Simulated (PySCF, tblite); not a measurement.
# C14H12BN: electronic excitations, NMR shifts

Wanted: electronic excitations, NMR shifts for C14H12BN (`B1C=CC2=CC=CC3=CC=CC=CC3=C2N1`).

Computed with tblite 0.8.0 and PySCF 2.14.0 and routines of our own; the level stands in each step. Atoms count from 0.

## Step 1: The starting structure

28 atoms, charge 0, multiplicity 1; geometry from: force field, distance geometry or constructed start.

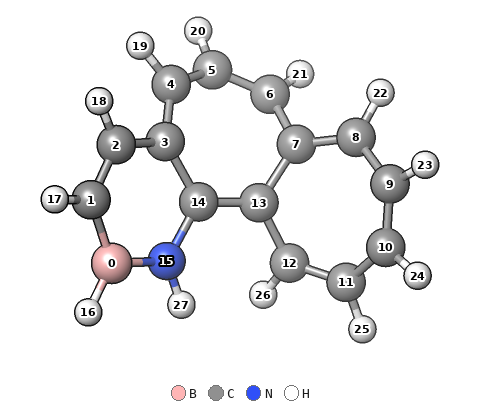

The starting geometry (boron pink, carbon grey, nitrogen blue, hydrogen white).

## Step 2: Geometry optimisation with GFN2-xTB

Job settings and geometry (Å):

```
{"job": {"kind": "relax", "xc": "GFN2-xTB", "basis": "xTB"}, "charge": 0, "multiplicity": 1}
B      2.765400     1.906700    -0.502400
C      3.479900     0.975900     0.500700
C      2.965900    -0.219100     0.811400
C      1.687700    -0.716800     0.209300
C      1.504100    -2.058400     0.241000
C      0.382300    -2.809700    -0.356400
C     -0.872000    -2.379000    -0.385500
C     -1.258200    -1.033100     0.049500
C     -2.314700    -0.905400     0.864300
C     -2.849900     0.378300     1.369000
C     -2.915500     1.521100     0.672200
C     -2.456400     1.711700    -0.714000
C     -1.405200     1.102100    -1.255600
C     -0.562300     0.120600    -0.543100
C      0.784000     0.265200    -0.491700
N      1.391000     1.472400    -0.990400
H      3.228000     2.945000    -0.826700
H      4.423900     1.279000     0.941100
H      3.518200    -0.851900     1.490000
H      2.285300    -2.678100     0.670500
H      0.569900    -3.837800    -0.621100
H     -1.650500    -3.075600    -0.674900
H     -2.765300    -1.793500     1.285400
H     -3.331400     0.351800     2.336500
H     -3.438100     2.355800     1.129900
H     -2.956300     2.480000    -1.292700
H     -1.122400     1.378300    -2.271200
H      0.899900     2.131100    -1.636400
```

Launch:

```
> OMP_NUM_THREADS=1 python large_run.py task.json out
```

The driver reads the jobs from task.json and runs them one after another.

Output:

```text
step      E/eV     max force
  0   -1092.60376    2.738
  1   -1092.92513    1.588
  2   -1093.05363    1.176
  3   -1093.13095    0.808
  4   -1093.19079    0.507
  5   -1093.21631    0.410
  6   -1093.23760    0.363
  7   -1093.25172    0.296
  8   -1093.26539    0.216
  9   -1093.27356    0.199
 10   -1093.28044    0.171
 11   -1093.28642    0.174
 12   -1093.29137    0.174
 13   -1093.29519    0.173
 14   -1093.29902    0.151
 15   -1093.30355    0.144
 16   -1093.30796    0.146
 17   -1093.31131    0.105
 18   -1093.31367    0.082
 19   -1093.31551    0.086
 20   -1093.31711    0.090
 21   -1093.31851    0.083
 22   -1093.31979    0.090
 23   -1093.32089    0.077
 24   -1093.32176    0.054
 25   -1093.32251    0.060
 26   -1093.32328    0.080
 27   -1093.32411    0.084
 28   -1093.32499    0.067
 29   -1093.32595    0.062
 30   -1093.32694    0.065
 31   -1093.32781    0.066
 32   -1093.32845    0.059
 33   -1093.32901    0.056
 34   -1093.32967    0.067
 35   -1093.33043    0.063
 36   -1093.33108    0.049
 37   -1093.33150    0.039
 38   -1093.33182    0.049
 39   -1093.33224    0.058
 40   -1093.33284    0.062
 41   -1093.33351    0.061
 42   -1093.33412    0.047
 43   -1093.33472    0.059
 44   -1093.33537    0.067
 45   -1093.33609    0.058
 46   -1093.33680    0.066
 47   -1093.33748    0.060
 48   -1093.33812    0.059
 49   -1093.33871    0.050
 50   -1093.33918    0.048
 51   -1093.33957    0.050
 52   -1093.33994    0.045
 53   -1093.34032    0.049
 54   -1093.34066    0.046
 55   -1093.34094    0.052
 56   -1093.34119    0.046
 57   -1093.34146    0.032
 58   -1093.34171    0.033
 59   -1093.34192    0.034
 60   -1093.34209    0.034
 61   -1093.34228    0.035
 62   -1093.34253    0.040
 63   -1093.34278    0.043
 64   -1093.34300    0.042
 65   -1093.34322    0.037
 66   -1093.34348    0.037
 67   -1093.34379    0.042
 68   -1093.34410    0.046
 69   -1093.34434    0.044
 70   -1093.34453    0.038
 71   -1093.34471    0.032
 72   -1093.34491    0.031
 73   -1093.34509    0.024
 74   -1093.34525    0.027
 75   -1093.34540    0.025
 76   -1093.34553    0.020
 77   -1093.34563    0.019
```

Wall time 1.1 s (1 thread of Arm Neoverse V1, shared host); peak memory 0.18 GiB.

Relaxation path:

```tsv
step	energy from step 0 (eV)	largest force (eV/Å)
0	0.0000	2.7378
1	-0.3214	1.5874
2	-0.4499	1.1754
3	-0.5272	0.8083
4	-0.5870	0.5071
5	-0.6126	0.4101
6	-0.6338	0.3630
7	-0.6480	0.2959
8	-0.6616	0.2157
13	-0.6914	0.1722
19	-0.7117	0.0867
25	-0.7188	0.0601
31	-0.7241	0.0657
37	-0.7277	0.0390
43	-0.7310	0.0587
49	-0.7350	0.0493
55	-0.7372	0.0519
61	-0.7385	0.0347
67	-0.7400	0.0413
73	-0.7413	0.0242
74	-0.7415	0.0271
75	-0.7416	0.0253
76	-0.7418	0.0201
77	-0.7419	0.0194
```

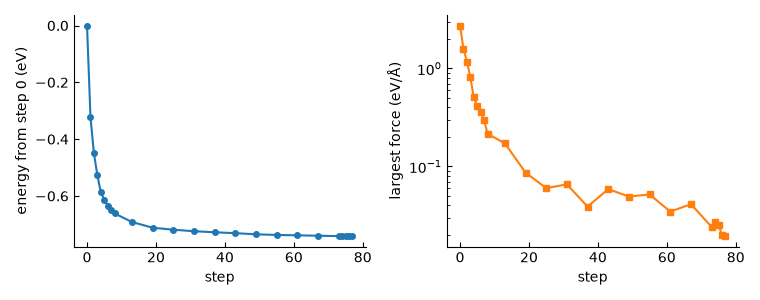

Energy and force, step by step.

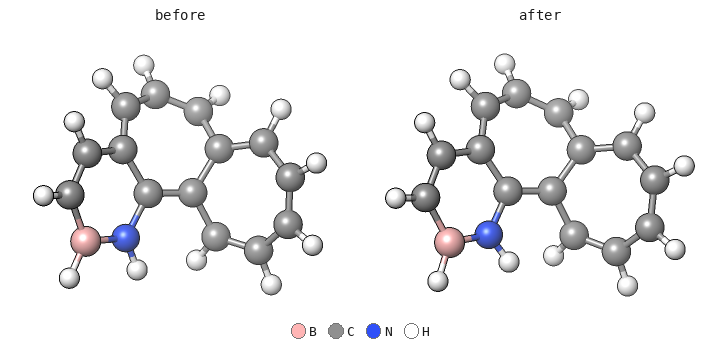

Before and after, at one scale.

Close pairs (by a distance rule), those that changed most:

```tsv
bond	before (Å)	after (Å)	change (Å)
B0–N15	1.522	1.395	-0.126
C3–C14	1.507	1.452	-0.055
C4–C5	1.476	1.424	-0.053
C2–C3	1.498	1.446	-0.052
C14–N15	1.440	1.392	-0.049
C8–C9	1.480	1.432	-0.048
C10–C11	1.473	1.437	-0.035
N15–H27	1.045	1.011	-0.034
```

The next job starts from the end point, and lists it.

## Step 3: Electronic excitations: TDA wB97X-D/6-31G*

Job settings and geometry (Å):

```
{"job": {"kind": "uv", "basis": "6-31G*", "grid": 1, "kgrid": 0, "vcut": 1.5, "nstates": 6, "ntriplets": 2, "tda": true, "delta": [], "pop": true, "xc": "wB97X-D"}, "charge": 0, "multiplicity": 1}
B      2.677209     1.939558    -0.456640
C      3.564549     0.962897     0.331402
C      3.089493    -0.261497     0.621478
C      1.775458    -0.718028     0.227735
C      1.538748    -2.064925     0.282937
C      0.410298    -2.784124    -0.203638
C     -0.847669    -2.328727    -0.328172
C     -1.296169    -1.003221     0.087590
C     -2.409203    -0.846522     0.837833
C     -3.006560     0.382883     1.263848
C     -2.976138     1.556745     0.601591
C     -2.371997     1.745208    -0.689085
C     -1.313830     1.082542    -1.173376
C     -0.502782     0.101853    -0.432429
C      0.852206     0.253039    -0.332236
N      1.391749     1.472019    -0.732279
H      2.991482     3.008145    -0.818651
H      4.568633     1.208592     0.651500
H      3.696427    -0.993130     1.143977
H      2.356036    -2.681728     0.636614
H      0.602777    -3.818662    -0.463724
H     -1.611462    -2.986789    -0.725144
H     -2.884502    -1.747474     1.206728
H     -3.608000     0.320514     2.162541
H     -3.545769     2.391188     0.989012
H     -2.842685     2.491847    -1.318832
H     -1.012469     1.258885    -2.202939
H      0.701628     2.075327    -1.159115
```

With the program's defaults for keys left out, this is: TDA wB97X-D/6-31G*, vertical, gas phase, core orbitals frozen in the response, virtual orbitals cut by energy.

Output:

```text
start: PBE on a coarse grid of 23485 points
cycle   1  E = -619.4607156605  dE =  2.520e+00  |g| = 7.597e-01  |ddm| = 5.928e+00
cycle   2  E = -619.3041119047  dE =  1.566e-01  |g| = 1.055e+00  |ddm| = 2.412e+00
cycle   3  E = -619.5811149906  dE = -2.770e-01  |g| = 3.959e-01  |ddm| = 1.770e+00
cycle   4  E = -619.6284835305  dE = -4.737e-02  |g| = 9.904e-02  |ddm| = 6.112e-01
cycle   5  E = -619.6308496620  dE = -2.366e-03  |g| = 5.145e-02  |ddm| = 1.873e-01
cycle   6  E = -619.6315281758  dE = -6.785e-04  |g| = 2.424e-02  |ddm| = 9.366e-02
cycle   7  E = -619.6316722531  dE = -1.441e-04  |g| = 1.117e-02  |ddm| = 3.843e-02
cycle   8  E = -619.6317034962  dE = -3.124e-05  |g| = 3.143e-03  |ddm| = 1.478e-02
final grid: 103019 points
cycle   9  E = -620.0287935265  dE = -1.157e-02  |g| = 4.290e-02  |ddm| = 6.984e-01
cycle  10  E = -620.0298117647  dE = -1.018e-03  |g| = 2.654e-02  |ddm| = 1.457e-01
cycle  11  E = -620.0300769705  dE = -2.652e-04  |g| = 1.279e-02  |ddm| = 4.184e-02
cycle  12  E = -620.0301897403  dE = -1.128e-04  |g| = 4.676e-03  |ddm| = 3.070e-02
cycle  13  E = -620.0302175953  dE = -2.785e-05  |g| = 2.064e-03  |ddm| = 1.376e-02
cycle  14  E = -620.0302250568  dE = -7.462e-06  |g| = 1.134e-03  |ddm| = 1.012e-02
cycle  15  E = -620.0302274243  dE = -2.367e-06  |g| = 6.441e-04  |ddm| = 4.820e-03
cycle  16  E = -620.0302284495  dE = -1.025e-06  |g| = 2.281e-04  |ddm| = 2.352e-03
cycle  17  E = -620.0302271020  dE =  1.347e-06  |g| = 1.314e-04  |ddm| = 1.197e-03
cycle  18  E = -620.0302260708  dE =  1.031e-06  |g| = 5.745e-05  |ddm| = 4.053e-04
converged SCF energy = -620.0302260708

Static polarisability (au): isotropic 170.299, principal 91.278 191.709 227.909

Singlet excitations
state   eV       nm        f      main configurations
  1   2.4793    500.1   0.01013   H->L 0.89
  2   3.6656    338.2   0.13546   H->L+1 0.81
  3   4.4241    280.2   0.03891   H->L+2 0.40, H-1->L 0.39, H-2->L 0.10
  4   4.8639    254.9   0.12404   H-2->L 0.48, H-1->L 0.22, H->L+3 0.15
  5   5.0504    245.5   0.52257   H->L+2 0.35, H-2->L 0.18, H-1->L 0.12
  6   5.2732    235.1   0.22503   H->L+3 0.64, H-1->L 0.13

Triplet excitations (Tamm-Dancoff, eV): 1.6001 2.4339
```

Run time: 35 s. Hardware: 1 thread of Arm Neoverse V1, shared host; peak memory 0.65 GiB.

Frontier orbitals and where they lie:

```tsv
orbital	eV	atoms
HOMO−4	-10.17	C2 24 %, C1 16 %, C6 11 %
HOMO−3	-9.33	C12 20 %, C8 18 %, C11 18 %
HOMO−2	-8.74	C10 15 %, C7 13 %, C13 13 %
HOMO−1	-8.38	C1 16 %, C6 12 %, C3 12 %
HOMO	-6.58	C13 14 %, C8 12 %, C4 12 %
LUMO	-0.23	C6 15 %, C4 15 %, C13 13 %
LUMO+1	0.79	C7 18 %, C10 15 %, C9 11 %
LUMO+2	1.84	C11 16 %, C14 16 %, C8 11 %
LUMO+3	2.39	B0 23 %, C2 18 %, C3 12 %
```

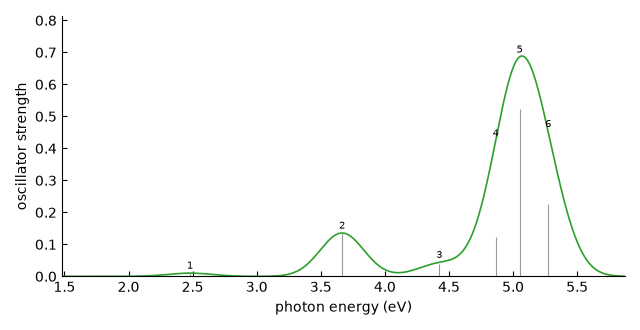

Absorption spectrum from the 6 singlet states computed; above the last one it falls off for lack of states. Lines are broadened to a width of 0.40 eV (Gaussian).

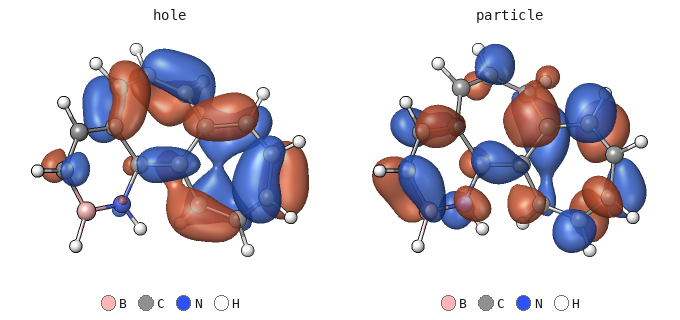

Leading natural transition orbitals of singlet state 5: the electron leaves the hole (left) for the particle orbital (right).

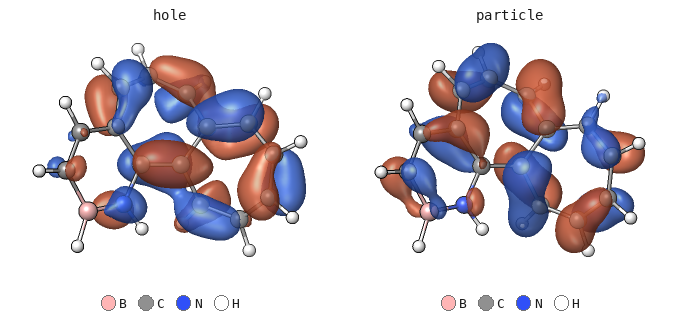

Leading natural transition orbitals of singlet state 1: the electron leaves the hole (left) for the particle orbital (right).

Further results of this job:

```tsv
property	computed
dipole moment (D)	1.50
polarisability (Å³)	25.24
HOMO–LUMO gap (eV)	6.35
−ε(HOMO) (eV)	6.58
```

The fields below are evaluated on a grid from the run's orbitals.

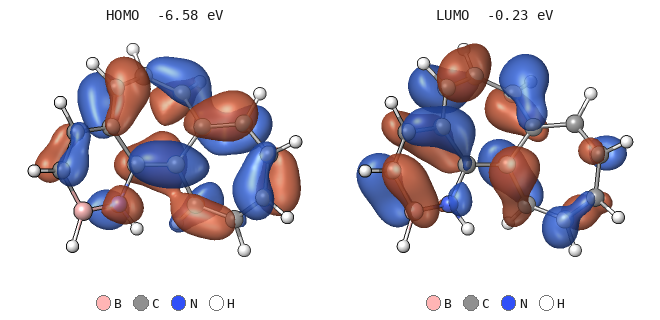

Frontier orbitals at wB97X-D/6-31G*; each surface holds 70 % of the orbital's density, blue and red mark the sign.

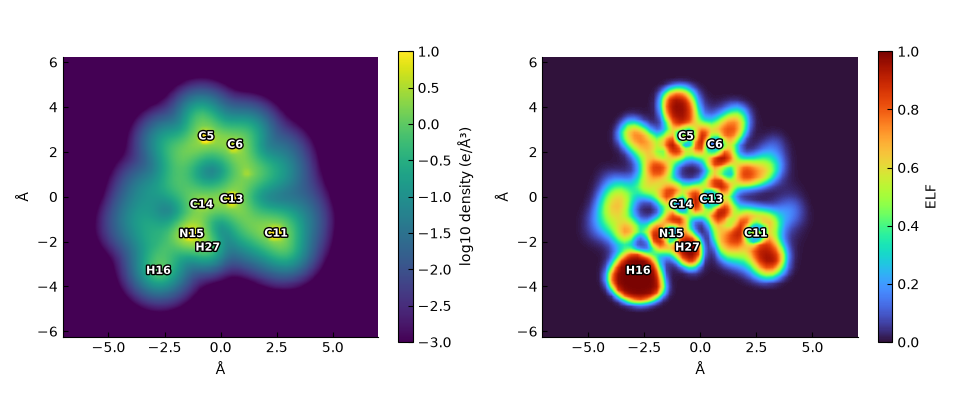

Density (left) and ELF (right) in a plane through or near 8 of the atoms.

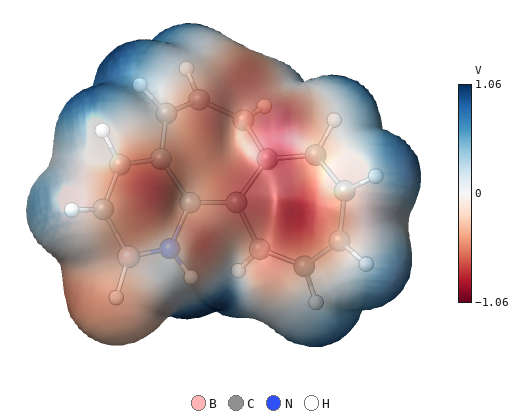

Electrostatic potential on the surface of density 0.002 e/bohr³; red is low, blue high. It runs from -0.81 V near C8 to 1.06 V near H27.

## Step 4: NMR shifts: GIAO PBE0/pcSseg-1

Settings changed since step 3:

```diff
@@ -1,2 +1,2 @@
-{"job": {"kind": "uv", "basis": "6-31G*", "grid": 1, "kgrid": 0, "vcut": 1.5, "nstates": 6, "ntriplets": 2, "tda": true, "delta": [], "pop": true, "xc": "wB97X-D"}, "charge": 0, "multiplicity": 1}
+{"job": {"kind": "nmr", "xc": "PBE0", "basis": "pcSseg-1", "pop": false}, "charge": 0, "multiplicity": 1}
 B      2.677209     1.939558    -0.456640
```

Level: GIAO PBE0/pcSseg-1 NMR shielding, non-relativistic, gas phase.

Output:

```text
start: PBE on a coarse grid of 23485 points
cycle   1  E = -619.1221970863  dE =  2.488e+00  |g| = 7.457e-01  |ddm| = 5.728e+00
cycle   2  E = -618.9556750918  dE =  1.665e-01  |g| = 1.070e+00  |ddm| = 2.218e+00
cycle   3  E = -619.2394619495  dE = -2.838e-01  |g| = 3.716e-01  |ddm| = 1.649e+00
cycle   4  E = -619.2795224476  dE = -4.006e-02  |g| = 1.030e-01  |ddm| = 5.504e-01
cycle   5  E = -619.2821931231  dE = -2.671e-03  |g| = 4.825e-02  |ddm| = 1.840e-01
cycle   6  E = -619.2827495486  dE = -5.564e-04  |g| = 2.439e-02  |ddm| = 8.888e-02
cycle   7  E = -619.2828950303  dE = -1.455e-04  |g| = 1.096e-02  |ddm| = 3.796e-02
cycle   8  E = -619.2829252589  dE = -3.023e-05  |g| = 2.941e-03  |ddm| = 1.308e-02
final grid: 219095 points
cycle   9  E = -619.4541631253  dE = -9.836e-03  |g| = 4.377e-02  |ddm| = 5.079e-01
cycle  10  E = -619.4541848868  dE = -2.176e-05  |g| = 4.332e-02  |ddm| = 1.044e-01
cycle  11  E = -619.4546508048  dE = -4.659e-04  |g| = 1.453e-02  |ddm| = 7.200e-02
cycle  12  E = -619.4547025242  dE = -5.172e-05  |g| = 4.246e-03  |ddm| = 2.048e-02
cycle  13  E = -619.4547085270  dE = -6.003e-06  |g| = 1.986e-03  |ddm| = 8.139e-03
cycle  14  E = -619.4547095291  dE = -1.002e-06  |g| = 6.168e-04  |ddm| = 3.011e-03
cycle  15  E = -619.4547090850  dE =  4.441e-07  |g| = 2.930e-04  |ddm| = 1.314e-03
cycle  16  E = -619.4547097402  dE = -6.552e-07  |g| = 1.467e-04  |ddm| = 5.712e-04
cycle  17  E = -619.4547098470  dE = -1.068e-07  |g| = 4.371e-05  |ddm| = 2.841e-04
converged SCF energy = -619.4547098470

GIAO shielding tensors (ppm)
atom      isotropic    diamagn.    paramagn.     s11        s22        s33       span
  0 B       72.539     195.741    -123.202     38.186     53.796    125.636     87.450
  1 C       48.202     261.157    -212.954    -74.739     35.909    183.437    258.176
  2 C       30.638     248.305    -217.666    -83.198     34.176    140.936    224.134
  3 C       40.329     256.288    -215.959    -55.982     13.727    163.243    219.225
  4 C       42.720     253.224    -210.504    -63.767     46.601    145.327    209.093
  5 C       46.217     255.539    -209.322    -66.246     49.337    155.560    221.805
  6 C       51.213     254.411    -203.198    -37.163      1.568    189.234    226.397
  7 C       40.605     256.535    -215.930    -37.092      7.950    150.956    188.049
  8 C       49.620     251.042    -201.422    -27.769     31.277    145.352    173.121
  9 C       40.491     254.600    -214.109    -90.479     48.120    163.832    254.312
 10 C       49.739     254.875    -205.136    -66.481     55.876    159.820    226.301
 11 C       36.544     255.589    -219.045    -80.035     38.591    151.077    231.112
 12 C       58.462     257.135    -198.673    -32.981     38.333    170.033    203.014
 13 C       59.610     261.005    -201.395     -4.579     17.952    165.457    170.036
 14 C       47.179     246.260    -199.082    -35.562     35.939    141.159    176.721
 15 N      114.511     322.417    -207.906    -30.772    139.580    234.724    265.495
 16 H       26.833      30.233      -3.400     25.094     26.544     28.863      3.769
 17 H       24.866      28.503      -3.637     22.727     24.304     27.567      4.840
 18 H       24.266      30.526      -6.260     22.228     22.684     27.886      5.658
 19 H       25.044      32.001      -6.956     21.772     24.715     28.647      6.875
 20 H       25.220      28.737      -3.516     22.834     24.945     27.882      5.047
 21 H       26.378      30.765      -4.387     19.781     26.979     32.374     12.594
 22 H       26.751      32.386      -5.635     23.830     25.711     30.713      6.883
 23 H       24.832      28.863      -4.030     21.915     25.445     27.137      5.222
 24 H       25.356      28.930      -3.574     23.010     25.565     27.494      4.485
 25 H       25.078      29.870      -4.791     22.916     24.227     28.093      5.177
 26 H       26.653      32.660      -6.007     21.553     26.884     31.521      9.968
 27 H       23.939      36.109     -12.170     16.710     26.423     28.684     11.974
```

It took 44 s on 1 thread of Arm Neoverse V1, shared host; peak memory 0.75 GiB.

Shifts follow as δ = σ(reference) − σ, with reference shieldings (ppm) from runs at the same level and on the same kind of geometry: ¹H TMS 31.72, ¹³C TMS 186.9, ¹⁵N NH3 267.7, ¹¹B BF3·OEt2 100.1. The references are single molecules in the gas phase, so shifts against H2O, NH3, PH3, H3PO4 or CFCl3 are not on the usual liquid scales and can be off by tens of ppm.

```tsv
atoms	environment	σ (ppm)	δ (ppm)	δ scaled to CDCl3
C2	alkene CH	30.6	156.3	150.6
C11	alkene CH	36.5	150.4	144.9
C3	fully substituted alkene carbon	40.3	146.6	141.2
C9	alkene CH	40.5	146.4	141.0
C7	fully substituted alkene carbon	40.6	146.3	140.9
C4	alkene CH	42.7	144.2	138.8
C5	alkene CH	46.2	140.7	135.4
C14	alkene carbon bearing nitrogen	47.2	139.7	134.5
C1	alkene CH	48.2	138.7	133.5
C8	alkene CH	49.6	137.3	132.1
C10	alkene CH	49.7	137.2	132.0
C6	alkene CH	51.2	135.7	130.5
C12	alkene CH	58.5	128.5	123.5
C13	β carbon of an enol-ether or enamine type C=C	59.6	127.3	122.3
H27	hydrogen on an enamine nitrogen	23.94	7.78	–
H18	hydrogen on an alkene CH	24.27	7.45	7.13
H23	hydrogen on an alkene CH	24.83	6.88	6.60
H17	hydrogen on an alkene CH	24.87	6.85	6.56
H19	hydrogen on an alkene CH	25.04	6.67	6.40
H25	hydrogen on an alkene CH	25.08	6.64	6.36
H20	hydrogen on an alkene CH	25.22	6.50	6.23
H24	hydrogen on an alkene CH	25.36	6.36	6.10
H21	hydrogen on an alkene CH	26.38	5.34	5.14
H26	hydrogen on an alkene CH	26.65	5.06	4.88
H22	hydrogen on an alkene CH	26.75	4.97	4.79
H16	hydrogen on a boron bonded to C, N, in a 6-membered ring	26.83	4.88	–
B0	boron bonded to C, N, H, in a 6-membered ring	72.5	27.5	–
N15	enamine nitrogen	114.5	153.2	–
```

The scaled column applies a straight-line fit of computed shieldings to shifts measured in CDCl3 (root-mean-square error 0.16 ppm for H, 1.9 ppm for C).

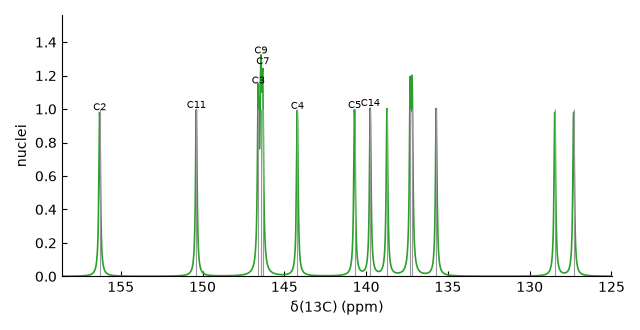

¹³C lines at the computed shifts, without couplings. Lines are broadened to a width of 0.12 ppm (Lorentzian).

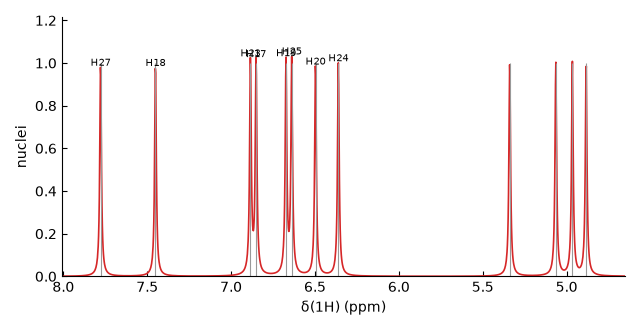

¹H lines at the computed shifts, without couplings. Lines are broadened to a width of 0.01 ppm (Lorentzian).

Ring of atoms B0, C1, C2, C3, C14, N15: NICS(0) 0.4, NICS(1) -3.0, NICS(1)zz -3.4 ppm (means of both faces).

Ring of atoms C3, C4, C5, C6, C7, C13, C14: NICS(0) 2.0, NICS(1) -1.6, NICS(1)zz 2.7 ppm (means of both faces; NICS(1) differs between them: -2.8 and -0.4).

The two faces differ (NICS(1)zz 0.1 and 5.3 ppm).

Ring of atoms C7, C8, C9, C10, C11, C12, C13: NICS(0) 3.6, NICS(1) -0.5, NICS(1)zz 5.9 ppm (means of both faces).

## Step 5: Summary of results

| quantity | value |
| --- | --- |
| lowest singlet (wB97X-D/6-31G*) | 2.48 eV (500 nm), f = 0.010 |
| brightest single state of those computed | state 5, 5.05 eV, f = 0.523 |
| lowest triplet | 1.60 eV |
| surface potential, least and greatest | -0.81 V and 1.06 V |
| ¹³C shifts against TMS (PBE0/pcSseg-1) | 156.3, 150.4, 146.6, 146.4, 146.3, 144.2, 140.7, 139.7, 138.7, 137.3, 137.2, 135.7, 128.5, 127.3 ppm |
| ¹H shifts against TMS (PBE0/pcSseg-1) | 7.78, 7.45, 6.88, 6.85, 6.67, 6.64, 6.50, 6.36, 5.34, 5.06, 4.97, 4.88 ppm |
| ¹¹B shifts against BF3·OEt2 (PBE0/pcSseg-1) | 27.5 ppm |
| ¹⁵N shifts against NH3 (PBE0/pcSseg-1) | 153.2 ppm |

The first singlet state (HOMO→LUMO 0.89) lies at 2.48 eV and is weak; of the 6 states computed, the strongest absorption comes from state 5 at 5.05 eV (the last state computed is bright too, and its partners may lie past the list). State 1 absorbs in the visible (500 nm). The lowest triplet lies 0.88 eV below the lowest singlet.
